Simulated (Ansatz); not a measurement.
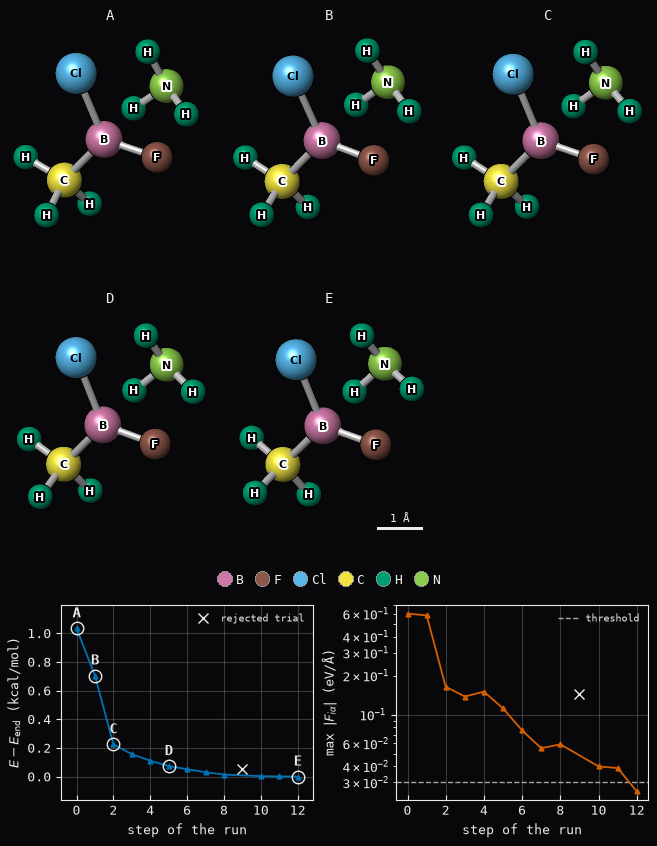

Frames of a relaxation of CH6BClFN, marked on the history of the run. Style: ball-and-stick. Shown from a free direction.

The run prepares an end point of a later path (reaction) calculation, from a guessed geometry.

All numbers below come from RKS PBE-D4/def2-SVP in Ansatz.

Input
```yaml
crystal:
  periodic: [false, false, false]
  atoms:
    - { symbol: B, position_ang: [-0.029257, 0.262945, 0.09975] }
    - { symbol: F, position_ang: [-0.123104, 0.559184, 1.396589] }
    - { symbol: Cl, position_ang: [1.571083, 0.525685, -0.648989] }
    - { symbol: C, position_ang: [-1.303538, -0.035912, -0.754945] }
    - { symbol: H, position_ang: [-2.044222, -0.670822, -0.225337] }
    - { symbol: H, position_ang: [-1.807104, 0.946232, -0.92193] }
    - { symbol: H, position_ang: [-1.083085, -0.456993, -1.753247] }
    - { symbol: "N", position_ang: [0.420591, -2.303312, 0.986167] }
    - { symbol: H, position_ang: [-0.304633, -2.424339, 0.27387] }
    - { symbol: H, position_ang: [1.293152, -2.031599, 0.52088] }
    - { symbol: H, position_ang: [0.144116, -1.53507, 1.629393] }
basis:
  gaussian: { orbitals: def2-SVP }
hamiltonian:
  xc: pbe
  dispersion: d4
relax:
  f_tol: 0.03
  max_steps: 50
```

Launched with:
```bash
ansatz run input.yaml --threads 2 --pin off --max-ram 3072MiB --backend cpu --events-out ev --progress --plain --runs-dir out
```

Q: Describe the path.

A: Over 11 accepted moves (12 points after the start) the energy falls by 1.03 kcal/mol. Largest force component: 0.6 eV/Å at the start, 0.026 eV/Å at the end. The line search rejected the trial step at point 9 of the run. The largest move after the best rigid fit is that of H11, 0.30 Å. Largest moves by element: H 0.30 Å, N 0.15 Å, F 0.12 Å, Cl 0.11 Å, B 0.10 Å, C 0.04 Å. Among the contacts that change: N8–H11 1.039 → 1.026 Å, B1–F2 1.334 → 1.338 Å. Cost: 16 s on 2 threads of Intel(R) Xeon(R) 6975P-C (Granite Rapids), on a shared host, peak memory 0.19 GiB. From step 0 to 1: H11 moves most (0.18 Å), energy −0.33 kcal/mol. From step 1 to 2: H9 moves most (0.08 Å), energy −0.48 kcal/mol. From step 2 to 5: H atoms move most (0.09 Å), energy −0.15 kcal/mol. From step 5 to 12: H6 moves most (0.13 Å), energy −0.07 kcal/mol.

```csv
step,"E − E(0), kcal/mol","largest force component, eV/Å",note
0,0.00,0.6022,
1,-0.33,0.5840,
2,-0.81,0.1644,
3,-0.88,0.1380,
4,-0.92,0.1507,
5,-0.96,0.1119,
6,-0.98,0.0756,
7,-1.00,0.0551,
8,-1.02,0.0591,
9,-0.98,0.1436,rejected
10,-1.03,0.0399,
11,-1.03,0.0387,
12,-1.03,0.0256,
```
